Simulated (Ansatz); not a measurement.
**A convergence test on P2Ir (P2_1/c): k mesh of the density**

Aim: see how gap, energy and time of P2Ir (P2_1/c) follow the k mesh of the density.

Main program and level: Ansatz 0.2.0; DFT, LDA, plane waves, PAW.

## 1. The structure

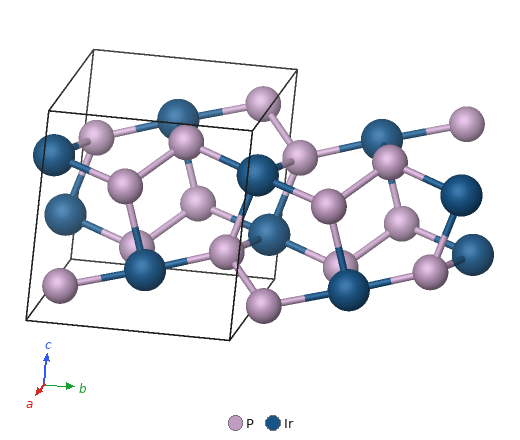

The starting structure, seen slightly off an axis (phosphorus pink, iridium blue). 1×2×1 cells are drawn. Some periodic images of atoms are drawn too.

The cell and positions are those that the Materials Project relaxed with its own functionals (PBE, PBE+U or r2SCAN), kept fixed. At the settings of the band run the largest force is still 0.26 eV/Å. Spin-orbit coupling is left out unless a step names it. The default PAW set here is soft_2. Its files were made with PBE.

## 2. k mesh of the density: 2×2×2

Input file input.yaml:

```yaml
crystal:
  lattice:
    - [5.7723350975, 0.0, 0.0]
    - [0.0, 5.80673151, 0.0]
    - [-2.1284997265, 0.0, 5.4731408836]
  atoms:
    - { symbol: P, position: [0.1580067, 0.88188186, 0.87028772] }
    - { symbol: P, position: [0.8419933, 0.38188186, 0.62971228] }
    - { symbol: P, position: [0.8419933, 0.11811814, 0.12971228] }
    - { symbol: P, position: [0.1580067, 0.61811814, 0.37028772] }
    - { symbol: P, position: [0.33432299, 0.37720527, 0.18854639] }
    - { symbol: P, position: [0.66567701, 0.87720527, 0.31145361] }
    - { symbol: P, position: [0.66567701, 0.62279473, 0.81145361] }
    - { symbol: P, position: [0.33432299, 0.12279473, 0.68854639] }
    - { symbol: Ir, position: [0.27186641, 0.49883041, 0.79157869] }
    - { symbol: Ir, position: [0.72813359, 0.99883041, 0.70842131] }
    - { symbol: Ir, position: [0.72813359, 0.50116959, 0.20842131] }
    - { symbol: Ir, position: [0.27186641, 0.00116959, 0.29157869] }
kpoints:
  mp_grid: { grid: [2, 2, 2] }
  band_path:
    path:
      - [0.0, 0.0, 0.0]
      - [0.0, 0.5, 0.0]
      - [0.0, 0.5, 0.5]
      - [0.0, 0.0, 0.5]
      - [-0.5, 0.0, 0.5]
      - [-0.5, 0.5, 0.5]
      - [-0.5, 0.5, 0.0]
      - [-0.5, 0.0, 0.0]
    npoints: 1
hamiltonian:
  xc: lda
scf:
  occupations: { method: fixed }
  n_extra_bands: 8
output:
  eigenvalues: true
  forces: true
  stress: true
```

Run with:

```sh
$ ansatz run input.yaml --threads 24 --pin off --max-ram 82944MiB --backend cuda --events-out ev --progress --plain --runs-dir out --devices 1 --max-vram 78GiB
```

Numbers of over 12 decimals in the logs are rounded to 6 here.

Log:

```text
scf.n_extra_bands = 8 over 54 filled bands (N_el = 108.0): the run solves 62 bands
GPUs: using 1 of 1 available (devices: 1).
Engine: ansatz 0.2.0, aarch64-unknown-linux-gnu
Pseudopotentials: kind: paw
Pseudopotential: P, paw, valence charge 5, recommended cutoff 420 eV (normal), P.paw.azcp
Pseudopotential: Ir, paw, valence charge 17, recommended cutoff 420 eV (normal), Ir.paw.azcp
Functional definition: SPW92
  exchange = slater_x
  correlation = pw_c
device memory: the entry about to start is reckoned to put 10.5 GiB on a device that reports 181.8 GiB free (of which the cap on the GPU budget leaves the run 78.0 GiB)
GPU FFT provider: cuFFT
GPU libraries: cuBLAS 13.8.1, cuFFT 12.4.0, cuSOLVER 12.3.2
GPU matrix products: emulated (plane waves: as basis.precision tells), large ones in fixed point in workspaces of 1.00 GiB
Crystal: 12 atoms, lattice volume = 183.451 Å³
Basis set: ecut = 420 eV, 3599 PW (Γ)
Bands: 62, of which v1, the nominal top of the filled ones, is band 54 counted from 1 (53 counted from 0)
Symmetry: 4 space group operations
Space group: P21/c (ITA 14), of the structure as read, at distance tolerance 5.7e-5 Å
k-points: 8
Non-local potential: P, projectors of the file, l = 0: 2, l = 1: 2, l = 2: 2
Non-local potential: Ir, projectors of the file, l = 0: 3, l = 1: 2, l = 2: 2, l = 3: 1
PAW form: soft (Blöchl's): semilocal exchange-correlation on the pseudo side does not see the compensation charge
PAW frozen core: P, regenerated for the run's functional, and the local potential with it (the file was generated under x = pbe(κ = 0.804, μ = 0.219515), c = pbe(β = 0.066725))
PAW frozen core: Ir, regenerated for the run's functional, and the local potential with it (the file was generated under x = pbe(κ = 0.804, μ = 0.219515), c = pbe(β = 0.066725))
PAW one-centre angular grid: P, 110 points (default); XC on 64 Gauss nodes
PAW one-centre angular grid: Ir, 590 points (default); XC on 64 Gauss nodes
Initial density: superposition of atomic densities (neutral atoms: chi_scale 0, normalization atom), corrected by the library's trained network
Initial wavefunctions: pseudopotential atomic-orbital guess
GPU buffer pool allocated for 64000 grid points (all kernels)
GPU transforms: local potential and band sums: pruned to the plane-wave sphere, on 40×40×40
Functional: x = slater, c = lda
SCF iter   1: F=—  HF=-52470.750192 eV  |F-HF|=—  |Δ(HF+E_count)|=         —  Δρ=7.30e-3  dr2=7.48e-2  ethr=1.77e-3  ⟨swp⟩=4.8  Hψ=1747  notcnv=0  defer=43
preconditioner: auto → Resta (q_TF=auto, 2.498 Å⁻¹)  ε∞=10.6  [insulator: Δε(μ)=0.625 eV  Ē_g=7.700 eV  n_scr=52 (ndim 8)  ℏωp=23.9 eV  f_vac=0.000  ε∞_Penn≈10.6]
SCF iter   2: F=—  HF=-52470.731442 eV  |F-HF|=—  |Δ(HF+E_count)|=   1.88e-2  Δρ=4.05e-3  dr2=2.40e-2  ethr=6.93e-5  ⟨swp⟩=2.2  Hψ=723  notcnv=0  defer=48
SCF iter   3: F=—  HF=-52470.724099 eV  |F-HF|=—  |Δ(HF+E_count)|=   7.34e-3  Δρ=5.00e-4  dr2=4.21e-4  ethr=2.22e-5  ⟨swp⟩=2.9  Hψ=833  notcnv=0  defer=48
SCF iter   4: F=—  HF=-52470.724176 eV  |F-HF|=—  |Δ(HF+E_count)|=   7.64e-5  Δρ=2.26e-4  dr2=1.29e-4  ethr=3.90e-7  ⟨swp⟩=2.0  Hψ=733  notcnv=0  defer=48
SCF iter   5: F=—  HF=-52470.723778 eV  |F-HF|=—  |Δ(HF+E_count)|=   3.98e-4  Δρ=6.73e-5  dr2=1.06e-5  ethr=1.20e-7  ⟨swp⟩=2.0  Hψ=702  notcnv=0  defer=33
SCF iter   6: F=—  HF=-52470.723898 eV  |F-HF|=—  |Δ(HF+E_count)|=   1.20e-4  Δρ=1.59e-5  dr2=4.86e-7  ethr=9.81e-9  ⟨swp⟩=2.0  Hψ=694  notcnv=0  defer=26
SCF iter   7: F=-52470.723898 eV  HF=-52470.723898 eV  |F-HF|=3.64e-9  |Δ(HF+E_count)|=   1.15e-8  Δρ=3.53e-6  dr2=2.37e-8  ethr=9.26e-11  ⟨swp⟩=13.1  Hψ=2365  notcnv=0
SCF 1 converged in 7 iterations: F = -52470.723898 eV  dr2 = 2.37e-8
[...]
device memory: the entry about to start is reckoned to put 8.2 GiB on a device that reports 176.8 GiB free (of which the cap on the GPU budget leaves the run 78.0 GiB)
NSCF: frozen V_eff on 8 k-points
SCF converged after 7 iterations
Free energy (F): -52470.723898 eV
Harris-Foulkes:  -52470.723898 eV  (|F-HF|=3.64e-9)
Internal energy: -52470.723898 eV  (E = F + TS)
E sigma→0 (E₀):  -52470.723898 eV
Fermi energy:    13.772922 eV
--- Per-component energies (eV) ---
  E_band       = -824.050842
  E_kinetic    = 3073.752191
  E_local      = -8176.934417  (includes V_loc(G=0)·N_el)
  E_nonlocal   = 591.244170
  E_hartree    = 3203.390942
  E_xc         = -1565.548721
  E_vxc        = -1700.336476  (∫ρ·V_xc dr)
  E_paw        = -40132.460763  (= ΣΔE_a)
  E_vpaw       = -1018.559059  (= ΣTr[D̂ρ^β])
  E_aug_tail   = 0.000227  (compensation charges beyond the density's cutoff)
  E_ewald      = -9466.752748
  E_core_change = 2.585221  (= ΣΔE_core)
  E_smearing   = -0.000000  (= −TS)
  E_closure    = 0.000000  (closes the sum)
  Σ components = -52470.723898   (vs F -52470.723898, Δ=0.00e0)
--- Forces (eV/Å), atoms counted from 1 ---
  atom   1  P     -0.32652712    -0.38621895     0.22881451
  atom   2  P      0.32652712    -0.38621895    -0.22881451
  atom   3  P      0.32652712     0.38621895    -0.22881451
  atom   4  P     -0.32652712     0.38621895     0.22881451
  atom   5  P      0.37989080    -0.35908802    -0.20165257
  atom   6  P     -0.37989080    -0.35908802     0.20165257
  atom   7  P     -0.37989080     0.35908802     0.20165257
  atom   8  P      0.37989080     0.35908802    -0.20165257
  atom   9  Ir     0.12090920     0.09436241     0.02426124
  atom  10  Ir    -0.12090920     0.09436241    -0.02426124
  atom  11  Ir    -0.12090920    -0.09436241    -0.02426124
  atom  12  Ir     0.12090920    -0.09436241     0.02426124
  max |Σ_I F_I| component: 1.11e-16 eV/Å
--- Stress (GPa, compression-positive) ---
       -5.876530       0.000000      -0.909633
        0.000000      -6.216268       0.000000
       -0.909633       0.000000      -6.507092
  P = ⅓ Tr σ = -6.2000 GPa (-62.000 kbar)
--- Band table (eV; the first three rows and the last of 8) ---
  k-point 0: bands = [... 50 lower, 11.7407, 12.1419, 12.3058, 12.4710, 14.3765, 15.1737, 16.1162, 16.4982, ... 4 higher]
  k-point 1: bands = [... 50 lower, 11.9231, 11.9231, 13.3010, 13.3010, 15.1123, 15.1123, 15.8214, 15.8214, ... 4 higher]
  k-point 2: bands = [... 50 lower, 12.6706, 12.6706, 13.2194, 13.2194, 15.0348, 15.0348, 16.3570, 16.3570, ... 4 higher]
  k-point 7: bands = [... 50 lower, 12.9999, 12.9999, 13.7729, 13.7729, 15.3657, 15.3657, 16.1458, 16.1458, ... 4 higher]
```

Elapsed: 1.1 s, on 1 × NVIDIA GB200 (shared by 2 runs) with 24 threads of Arm Neoverse V2, shared host; peak memory 1 GiB; 2.5 s of CPU time.

In the SCF lines HF is the Harris–Foulkes energy and dr2 the Hartree energy of the density residual, in eV; the loop may stop once dr2 is under the threshold and the program's other checks hold. Hψ counts applications of the Hamiltonian.

Numbers from this step:

```
pressure             : -6.200 GPa
gap                  : 0.6036 eV
valence top at       : E
conduction bottom at : Γ
least direct gap     : 1.521 eV
```

The gap is indirect, with the least direct gap 0.92 eV higher.

## 3. k mesh of the density: 4×4×4 (the default)

Edit input.yaml of step 2 so:

```diff
@@ -19,3 +19,3 @@
 kpoints:
-  mp_grid: { grid: [2, 2, 2] }
+  mp_grid: { grid: [4, 4, 4] }
   band_path:
@@ -26,7 +26,10 @@
       - [0.0, 0.0, 0.5]
+      - [0.0, 0.0, 0.0]
       - [-0.5, 0.0, 0.5]
       - [-0.5, 0.5, 0.5]
+      - [0.0, 0.5, 0.0]
       - [-0.5, 0.5, 0.0]
       - [-0.5, 0.0, 0.0]
-    npoints: 1
+      - [0.0, 0.0, 0.0]
+    npoints: 10
 hamiltonian:
@@ -34,3 +37,3 @@
 scf:
-  occupations: { method: fixed }
+  occupations: { method: fermi_dirac, width: 0.02 }
   n_extra_bands: 8
```

Log:

```text
[...]
GPUs: using 1 of 1 available (devices: 1).
[...]
GPU FFT provider: cuFFT
GPU libraries: cuBLAS 13.8.1, cuFFT 12.4.0, cuSOLVER 12.3.2
[...]
Crystal: 12 atoms, lattice volume = 183.451 Å³
Basis set: ecut = 420 eV, 3599 PW (Γ)
Bands: 62, of which v1, the nominal top of the filled ones, is band 54 counted from 1 (53 counted from 0)
[...]
k-point 0: bands = [... 50 lower, 11.7532, 12.1566, 12.3436, 12.4760, 14.3842, 15.1850, 16.1156, 16.5011, ... 4 higher]
  k-point 1: bands = [... 50 lower, 11.9313, 12.0072, 12.5784, 12.9211, 14.6599, 15.1509, 16.1093, 16.2192, ... 4 higher]
  k-point 2: bands = [... 50 lower, 11.9370, 11.9370, 13.3082, 13.3082, 15.1219, 15.1219, 15.8258, 15.8258, ... 4 higher]
  k-point 29: bands = [... 50 lower, 12.9944, 12.9944, 13.7679, 13.7679, 15.3879, 15.3879, 16.1485, 16.1485, ... 4 higher]
[key lines of the parts left out:]
SCF converged after 6 iterations
Free energy (F): -52471.004919 eV
Fermi energy:    14.083144 eV
P = ⅓ Tr σ = -6.1112 GPa (-61.112 kbar)
```

It took 1.5 s on 1 × NVIDIA GB200 (shared by 2 runs) with 24 threads; peak memory 1.1 GiB.

This step gave:

```
pressure             : -6.111 GPa
gap                  : 0.6163 eV
valence top at       : E
conduction bottom at : Γ
least direct gap     : 1.526 eV
```

The gap is 0.616 eV, +0.013 eV from the run before at this level.

## 4. k mesh of the density: 6×6×6

Edit input.yaml of step 3 so:

```diff
@@ -19,3 +19,3 @@
 kpoints:
-  mp_grid: { grid: [4, 4, 4] }
+  mp_grid: { grid: [6, 6, 6] }
   band_path:
@@ -26,10 +26,7 @@
       - [0.0, 0.0, 0.5]
-      - [0.0, 0.0, 0.0]
       - [-0.5, 0.0, 0.5]
       - [-0.5, 0.5, 0.5]
-      - [0.0, 0.5, 0.0]
       - [-0.5, 0.5, 0.0]
       - [-0.5, 0.0, 0.0]
-      - [0.0, 0.0, 0.0]
-    npoints: 10
+    npoints: 1
 hamiltonian:
@@ -37,3 +34,3 @@
 scf:
-  occupations: { method: fermi_dirac, width: 0.02 }
+  occupations: { method: fixed }
   n_extra_bands: 8
```

Log:

```text
[...]
GPUs: using 1 of 1 available (devices: 1).
[...]
GPU FFT provider: cuFFT
GPU libraries: cuBLAS 13.8.1, cuFFT 12.4.0, cuSOLVER 12.3.2
[...]
Crystal: 12 atoms, lattice volume = 183.451 Å³
Basis set: ecut = 420 eV, 3599 PW (Γ)
Bands: 62, of which v1, the nominal top of the filled ones, is band 54 counted from 1 (53 counted from 0)
[...]
k-point 0: bands = [... 50 lower, 11.7530, 12.1564, 12.3434, 12.4759, 14.3841, 15.1850, 16.1156, 16.5009, ... 4 higher]
  k-point 1: bands = [... 50 lower, 11.8509, 12.0614, 12.4050, 12.6494, 14.5255, 15.1634, 16.1275, 16.3957, ... 4 higher]
  k-point 2: bands = [... 50 lower, 11.9430, 12.0045, 12.8248, 13.2325, 14.8124, 15.1593, 15.9993, 16.0444, ... 4 higher]
  k-point 79: bands = [... 50 lower, 12.9945, 12.9945, 13.7681, 13.7681, 15.3878, 15.3878, 16.1484, 16.1484, ... 4 higher]
[key lines of the parts left out:]
SCF converged after 7 iterations
Free energy (F): -52471.003794 eV
Fermi energy:    13.768127 eV
P = ⅓ Tr σ = -6.1081 GPa (-61.081 kbar)
```

Run time: 1.7 s. Hardware: 1 × NVIDIA GB200 (shared by 2 runs) with 24 threads; peak memory 1 GiB; 4.4 s of CPU time.

Numbers from this step:

```
pressure             : -6.108 GPa
gap                  : 0.6160 eV
valence top at       : E
conduction bottom at : Γ
least direct gap     : 1.526 eV
```

The gap is 0.616 eV, as in the run before at this level.

## 5. The series

Differences are against the last row; a negative gap means that bands overlap, and a run with a band path holds that path's time. Times are wall times on 1 × NVIDIA GB200 (shared by 2 runs) with 24 threads of Arm Neoverse V2, shared host, good to a factor of about two.

```
k mesh of the density  gap (eV)  direct gap (eV)  gap error (eV)  energy error (meV/atom)  irreducible k   time
                2×2×2     0.604            1.521          −0.012                    +23.3              8  1.1 s
                4×4×4     0.616            1.526         +0.0004                     −0.1             30  1.5 s
                6×6×6     0.616            1.526          +0.000                     +0.0             80  1.7 s
```

## 6. Outcome

```yaml
2x2x2: 0.604 eV
4x4x4: 0.616 eV
6x6x6: 0.616 eV
```

In words: The gap holds to 0.02 eV from 2×2×2 on, the cheapest setting tried. At 2×2×2 the gap is off by −0.012 eV and the energy by +23 meV/atom. The gap is read over the mesh and added points near the edges, so meshes differ mainly through the density and, for a hybrid, the exchange operator. The runs have no spin polarisation. For a closed low-spin shell that is the natural state; where a d or f shell is open it is a constraint, and the gap is then not the crystal's own.

[Paths, hosts, dates, memory and timing lines, banners, echoed tables and standing remarks are left out of the program output.]

[Logs are printed without paths, hosts, clocks, repeated set-up lines and the standing remarks that a program may print on its own settings, such as how far it seeks lower states.]

[Runs of the session that timed out or met a known fault of the program may be left out.]

[Cells called generated may have been cut or substituted from an entry of the Crystallography Open Database or the Materials Project.]

[Hosts, paths, dates, database ids (printed as entryN), source tags and the programs' standing remarks are cut or masked in the printed files.]
